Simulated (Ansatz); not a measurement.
# Liquid hydrogen fluoride, relaxed from a frame at 293 K (184 atoms), step 2 of a relaxation

This is step 2 of a relaxation. Method: Kohn-Sham DFT, r2SCAN, PAW (set soft_2), plane waves (Ansatz 0.2.0); cutoff 500 eV, Γ point, fermi-dirac smearing of 0.05 eV; density 1.01 g/cm³.

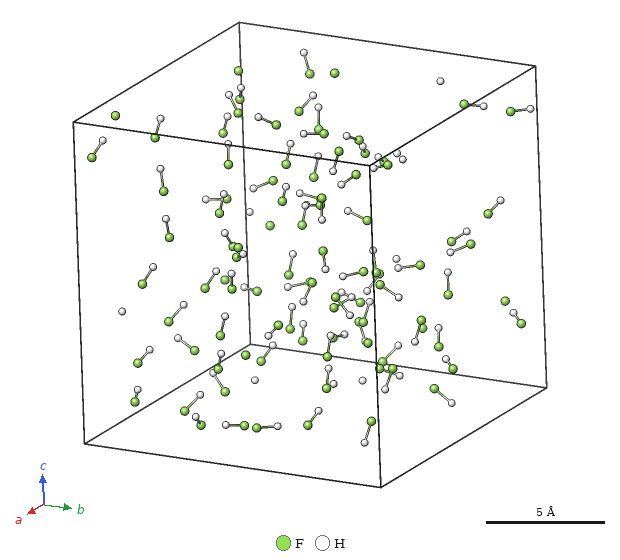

The structure (fluorine green, hydrogen white). Bonds to atoms that aren't drawn are left out. Some periodic images of atoms are drawn too.

Cell vectors (Å):

```
14.461 0.000 0.000
0.000 14.461 0.000
0.000 0.000 14.461
```

Positions (Å):

```
1 F 3.47 6.59 14.15
2 H 2.72 7.01 0.16
3 F 1.53 7.33 0.68
4 H 0.79 7.70 1.23
5 F 13.49 5.19 1.25
6 H 14.20 5.35 1.86
7 F 14.19 7.72 9.78
8 H 0.66 7.90 9.85
9 F 0.38 12.79 3.79
10 H 14.24 12.19 4.28
11 F 9.65 12.01 7.30
12 H 9.53 12.83 6.80
13 F 10.15 9.49 2.45
14 H 9.50 9.25 3.11
15 F 2.81 1.52 12.08
16 H 3.33 1.89 12.81
17 F 10.14 4.20 2.59
18 H 10.44 4.55 3.43
19 F 4.67 6.39 8.84
20 H 4.81 5.44 9.01
21 F 12.44 6.62 8.66
22 H 13.02 7.27 9.07
23 F 11.40 0.32 13.85
24 H 10.84 14.02 13.56
25 F 7.37 1.49 2.20
26 H 7.19 0.59 2.58
27 F 11.70 1.17 2.94
28 H 10.78 1.25 3.26
29 F 13.41 2.51 7.20
30 H 13.33 3.01 8.01
31 F 3.57 11.84 4.94
32 H 3.20 11.65 5.80
33 F 6.72 5.93 10.97
34 H 6.16 5.85 11.71
35 F 2.03 8.04 9.91
36 H 2.84 8.22 10.40
37 F 3.07 12.66 13.45
38 H 2.28 13.17 13.19
39 F 1.54 4.26 13.20
40 H 1.36 3.90 14.05
41 F 0.69 5.86 2.89
42 H 1.21 5.26 3.42
43 F 2.35 11.39 6.88
44 H 2.35 12.16 7.45
45 F 11.76 10.92 6.76
46 H 10.93 11.32 7.04
47 F 12.63 10.98 9.59
48 H 13.27 11.44 9.03
49 F 11.23 5.00 4.55
50 H 11.30 5.30 5.48
51 F 3.35 4.67 7.02
52 H 2.68 4.52 7.71
53 F 4.07 2.23 13.85
54 H 4.45 2.72 0.13
55 F 11.30 5.68 6.75
56 H 11.70 5.92 7.60
57 F 6.89 13.86 2.91
58 H 6.26 13.16 3.06
59 F 3.73 7.51 3.18
60 H 4.18 8.04 2.52
61 F 2.08 0.22 10.16
62 H 2.27 0.57 11.01
63 F 8.62 9.01 4.18
64 H 7.65 9.02 4.03
65 F 13.04 3.70 9.34
66 H 13.31 3.72 10.26
67 F 0.46 1.43 5.66
68 H 14.40 2.04 6.21
69 F 14.07 13.86 6.29
70 H 0.06 0.23 5.99
71 F 13.46 0.27 12.60
72 H 12.65 0.37 13.12
73 F 5.20 5.77 12.86
74 H 4.41 6.03 13.36
75 F 9.91 7.34 13.92
76 H 10.58 6.86 14.42
77 F 5.20 12.23 3.16
78 H 4.55 11.88 3.75
79 F 5.94 9.10 12.25
80 H 6.79 8.98 12.68
81 F 8.11 8.63 13.14
82 H 8.89 8.09 13.31
83 F 4.61 8.59 8.15
84 H 4.59 7.65 8.45
85 F 9.46 9.10 10.41
86 H 9.17 8.20 10.18
87 F 4.15 8.34 10.99
88 H 4.86 8.65 11.56
89 F 8.85 4.40 7.73
90 H 9.43 4.35 8.51
91 F 1.97 7.58 4.80
92 H 2.75 7.40 4.25
93 F 3.58 11.00 0.61
94 H 3.42 11.74 0.01
95 F 4.94 3.33 1.22
96 H 4.91 3.92 2.00
97 F 9.55 8.62 6.89
98 H 10.26 8.57 6.25
99 F 8.78 6.85 10.07
100 H 7.93 6.57 10.42
101 F 12.57 10.98 11.95
102 H 12.59 10.95 10.97
103 F 6.39 12.14 7.18
104 H 6.88 11.33 7.09
105 F 14.43 8.45 1.85
106 H 13.69 9.06 1.79
107 F 10.19 4.56 9.66
108 H 10.24 4.84 10.57
109 F 11.68 8.11 5.57
110 H 12.63 8.16 5.39
111 F 9.46 10.91 12.03
112 H 9.39 10.13 11.45
113 F 2.90 2.09 3.56
114 H 2.46 1.21 3.49
115 F 4.80 4.76 5.24
116 H 4.17 4.63 5.97
117 F 11.01 12.13 1.59
118 H 11.58 12.09 0.80
119 F 13.70 2.11 1.94
120 H 12.82 1.76 2.17
121 F 12.45 9.84 1.55
122 H 11.59 9.89 1.94
123 F 4.66 8.97 5.88
124 H 4.65 8.85 6.86
125 F 10.97 2.96 0.80
126 H 10.63 3.56 1.50
127 F 2.02 4.21 3.99
128 H 2.40 3.32 3.77
129 F 14.03 7.81 4.92
130 H 0.51 7.60 5.02
131 F 1.69 4.36 8.61
132 H 1.64 4.59 9.58
133 F 7.88 3.21 0.74
134 H 7.74 2.57 1.45
135 F 13.40 11.45 5.14
136 H 12.73 11.26 5.86
137 F 12.82 3.04 13.66
138 H 12.11 2.94 14.29
139 F 4.82 9.06 1.63
140 H 4.27 9.73 1.23
141 F 11.42 6.13 0.71
142 H 12.28 5.71 0.95
143 F 1.00 3.15 0.89
144 H 0.21 2.75 1.35
145 F 14.01 12.31 8.12
146 H 13.92 12.93 7.37
147 F 1.96 14.45 3.49
148 H 1.32 13.72 3.69
149 F 13.57 3.81 11.59
150 H 13.27 3.52 12.48
151 F 10.24 12.93 12.98
152 H 9.96 12.07 12.63
153 F 2.29 13.20 8.36
154 H 2.33 13.86 9.07
155 F 1.81 4.77 10.85
156 H 1.69 4.72 11.80
157 F 5.12 4.92 2.94
158 H 5.01 4.99 3.91
159 F 5.02 1.97 8.35
160 H 5.13 1.01 8.23
161 F 10.37 5.19 11.99
162 H 9.80 4.89 12.70
163 F 4.75 4.13 9.38
164 H 4.96 3.27 8.98
165 F 9.53 1.51 4.17
166 H 9.20 2.08 4.91
167 F 9.60 13.95 5.94
168 H 9.91 13.77 5.05
169 F 10.56 13.01 3.94
170 H 10.85 12.77 3.06
171 F 6.26 9.17 4.17
172 H 5.61 9.15 4.89
173 F 8.74 4.82 13.75
174 H 8.33 4.16 14.35
175 F 9.06 3.08 5.74
176 H 8.98 3.60 6.55
177 F 1.14 13.82 12.68
178 H 0.30 14.31 12.61
179 F 12.52 11.87 14.16
180 H 12.57 11.57 13.23
181 F 5.38 14.07 8.07
182 H 5.74 13.27 7.71
183 F 7.57 10.02 6.97
184 H 8.35 9.45 6.92
```

Q: Give the force on every atom.

Columns: atom, fx, fy, fz (forces in eV/Å).

```
1 -0.20 0.32 0.45
2 0.04 -0.33 -0.20
3 -0.46 -0.16 0.02
4 0.80 0.06 -0.67
5 0.07 -0.67 -0.51
6 0.34 0.41 0.65
7 -0.50 0.30 0.37
8 0.13 -0.02 0.03
9 -0.57 -0.73 -0.36
10 0.30 0.56 0.33
11 -0.02 -0.43 0.41
12 0.23 0.04 -0.25
13 0.56 0.20 -0.78
14 -0.17 -0.01 0.40
15 -0.41 0.03 -0.46
16 -0.18 -0.20 -0.18
17 -0.88 0.08 -0.20
18 0.47 0.11 0.41
19 0.00 -0.21 0.23
20 -0.04 -0.13 -0.14
21 -0.46 -0.01 0.14
22 0.24 -0.44 -0.26
23 -0.21 -0.09 0.02
24 0.59 0.52 0.15
25 -0.05 -0.11 0.55
26 -0.04 1.00 -0.61
27 -0.77 -0.31 0.22
28 0.74 0.40 0.01
29 -0.23 0.05 -0.20
30 0.18 0.07 0.40
31 0.29 0.17 -0.52
32 -0.28 -0.27 -0.01
33 0.63 -0.10 -1.11
34 -0.77 0.14 1.00
35 0.41 0.03 -0.32
36 0.01 0.06 0.19
37 0.06 0.44 -0.39
38 0.26 -0.32 0.36
39 0.21 0.35 -0.22
40 -0.34 -0.41 0.51
41 -0.25 0.15 -0.05
42 0.12 -0.40 -0.31
43 0.06 -0.63 -0.31
44 -0.13 0.09 0.40
45 0.29 -0.55 0.24
46 -0.46 0.48 -0.08
47 -0.11 -0.31 -0.22
48 -0.22 0.26 -0.08
49 0.30 0.09 0.10
50 -0.07 -0.22 -0.75
51 0.09 0.11 0.04
52 -0.28 -0.03 0.32
53 0.42 -0.21 0.15
54 -0.28 0.21 0.11
55 -0.32 -0.08 1.11
56 0.25 0.31 -0.49
57 0.90 -0.65 0.38
58 -0.82 -0.23 0.17
59 0.29 -0.56 -0.11
60 0.00 0.43 0.01
61 -0.46 0.23 -0.13
62 0.52 0.23 0.31
63 -0.29 -0.19 0.06
64 0.26 0.09 0.52
65 -0.11 0.01 -0.90
66 -0.20 -0.18 0.01
67 0.47 0.69 -0.42
68 -0.05 -0.03 0.26
69 -0.23 -0.34 -0.15
70 -0.29 -0.32 0.37
71 -0.33 0.47 -0.47
72 -0.08 -0.27 0.22
73 0.09 -0.36 0.00
74 0.57 0.08 -0.40
75 -0.11 0.32 -0.42
76 0.08 -0.03 -0.03
77 0.09 -0.39 -0.61
78 -0.10 0.25 0.60
79 0.25 0.68 0.39
80 0.00 -0.49 -0.16
81 0.26 0.16 -0.11
82 -0.43 0.09 0.31
83 -0.09 0.09 0.57
84 0.15 0.62 -0.33
85 0.08 0.00 -0.34
86 -0.01 0.34 0.50
87 -0.15 -0.22 -0.11
88 -0.16 -0.15 -0.14
89 -0.19 -0.18 -0.20
90 -0.31 0.26 -0.12
91 0.57 -0.30 0.36
92 -0.68 0.53 0.06
93 0.00 -0.14 0.32
94 -0.16 -0.28 0.01
95 0.34 0.01 0.37
96 0.02 0.04 -0.11
97 0.37 -0.13 -0.13
98 -0.14 0.00 0.32
99 -0.18 -0.16 -0.19
100 0.14 0.06 0.15
101 -0.04 -0.36 0.00
102 0.18 0.31 0.09
103 -0.02 -0.09 -0.43
104 0.30 -0.25 0.17
105 -0.44 0.39 1.03
106 -0.43 -0.08 -0.23
107 0.56 -0.36 -0.26
108 -0.22 0.10 0.44
109 0.28 0.22 -0.20
110 -0.51 -0.18 0.16
111 -0.34 -0.32 -0.02
112 0.19 0.11 0.01
113 0.53 -0.10 -0.19
114 -0.08 0.49 0.23
115 0.55 -0.04 0.30
116 -0.03 0.14 -0.42
117 0.12 0.17 -0.25
118 -0.24 -0.06 0.45
119 -1.05 -0.77 0.65
120 0.25 0.34 0.06
121 0.41 0.15 -0.18
122 -0.34 -0.35 0.31
123 -0.40 0.22 -0.38
124 0.14 -0.20 -0.09
125 0.00 -0.04 -0.15
126 0.46 -0.33 -0.28
127 0.17 0.12 0.35
128 -0.42 0.16 -0.01
129 0.27 -0.13 0.12
130 -0.48 0.30 -0.38
131 -0.63 -0.06 0.14
132 0.23 -0.35 -0.91
133 -0.16 0.04 0.05
134 -0.06 -0.19 -0.20
135 -0.42 -0.59 0.36
136 0.38 0.40 -0.75
137 0.43 -0.45 0.41
138 -0.64 0.37 0.32
139 -0.02 -0.21 -0.04
140 0.07 0.28 -0.15
141 0.21 -0.51 0.53
142 -0.21 0.54 -0.11
143 -0.22 -0.09 0.42
144 1.13 0.70 -1.10
145 0.08 0.18 -0.30
146 0.33 -0.17 0.49
147 -0.10 -0.86 -0.11
148 0.30 0.61 0.04
149 0.53 0.27 0.62
150 -0.22 0.09 -0.66
151 -0.43 -0.33 -0.20
152 0.17 0.23 -0.03
153 0.13 0.68 0.19
154 -0.02 -0.51 -0.11
155 0.34 0.59 0.91
156 -0.24 -0.41 -0.18
157 0.16 0.49 0.06
158 -0.32 -0.46 -0.46
159 -0.02 -0.48 -0.32
160 0.15 0.61 0.10
161 0.45 -0.01 -0.16
162 -0.44 0.03 0.20
163 0.17 -0.68 0.27
164 -0.18 0.42 0.14
165 -0.20 -0.33 -0.16
166 0.71 -0.62 -0.87
167 -0.13 0.36 -0.15
168 -0.13 0.04 0.32
169 0.33 -0.27 -0.39
170 -0.18 0.06 -0.04
171 0.08 0.17 -0.93
172 -0.04 -0.24 0.63
173 -0.16 0.03 -0.01
174 0.51 0.29 -0.33
175 -0.26 0.79 0.34
176 0.03 0.01 0.43
177 -0.02 0.14 -0.38
178 0.10 -0.41 0.50
179 0.40 0.19 -0.22
180 -0.23 0.13 0.41
181 -0.48 0.27 0.39
182 0.26 -0.09 -0.04
183 -0.03 -0.49 -0.05
184 -0.15 0.49 -0.12
```

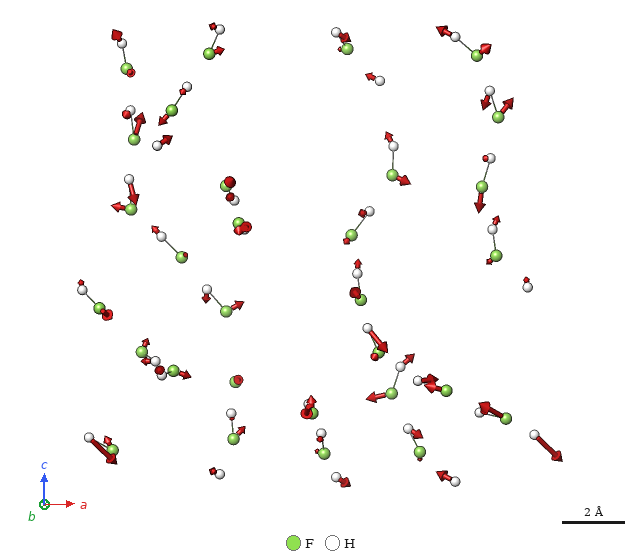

The forces as arrows, the longest 1.73 eV/Å. Drawn is a slice 4 Å thick, seen along the normal of the ac plane. Bonds to atoms that aren't drawn are left out.

The network of bonds at the start is that of the classical potential that made the cell. Only the Γ point is sampled, in a cell whose shortest periodic width is 14 Å.

The r.m.s. force component is 0.363 eV/Å; the longest force, 1.73 eV/Å, acts on H144. The energy lies 26.6 meV/atom below that of the first step of this run.

[Logs are printed without paths, hosts, clocks, repeated set-up lines and the standing remarks that a program may print on its own settings, such as how far it seeks lower states.]

[Hosts, paths, dates, database ids (printed as entryN), source tags and the programs' standing remarks are cut or masked in the printed files.]
